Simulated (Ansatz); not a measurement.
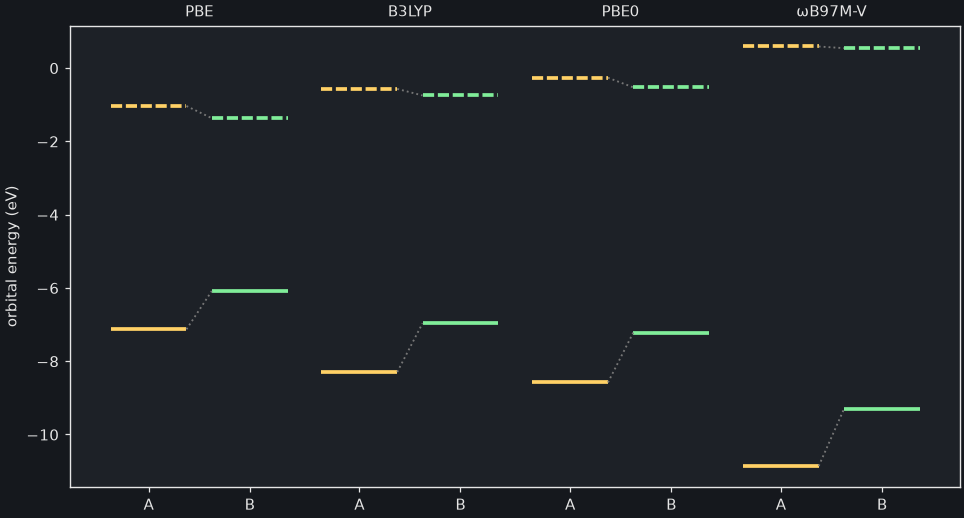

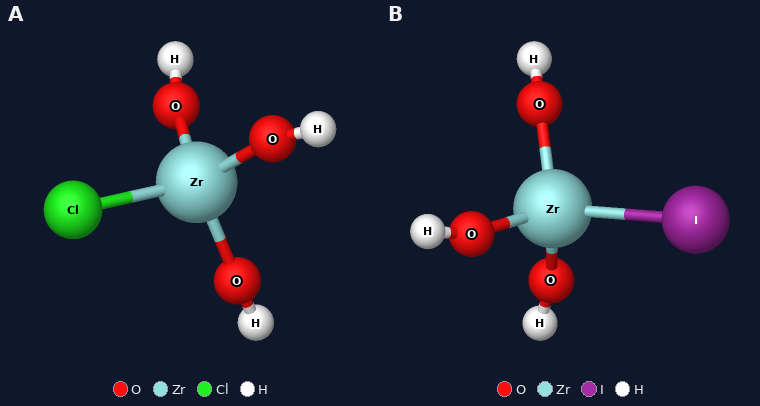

One change: A, ZrH₃O₃Cl (SMILES [OH][Zr]([OH])([OH])[Cl]), becomes B, ZrH₃O₃I (SMILES [OH][Zr]([OH])([OH])[I]). Cl on Zr is replaced by I. HOMO (solid) and LUMO (dashed) computed in def2-TZVPP at PBE0-D4/def2-TZVP geometries, both minima by their frequencies, gas phase, the Ansatz code 0.2.0. Empty levels above zero depend strongly on the basis.

What does the change do to HOMO and LUMO?

Answer. PBE: the HOMO rises by 1.04 eV, the LUMO falls by 0.33 eV, and the separation goes from 6.09 to 4.72 eV. B3LYP: the HOMO rises by 1.33 eV, the LUMO falls by 0.18 eV, and the separation goes from 7.73 to 6.22 eV. PBE0: the HOMO rises by 1.36 eV, the LUMO falls by 0.26 eV, and the separation goes from 8.32 to 6.69 eV. ωB97M-V: the HOMO rises by 1.56 eV, the LUMO falls by 0.05 eV, and the separation goes from 11.45 to 9.85 eV.

Do the functionals agree on the effect?

Answer. They agree on the direction for both levels; the HOMO shift lies between 1.04 and 1.56 eV and the LUMO shift between −0.33 and −0.05 eV, while the separations themselves differ by up to 5.4 eV between functionals.

Known limits of this run: core potentials past krypton; spin-orbit coupling is left out, and with I it can shift these values.
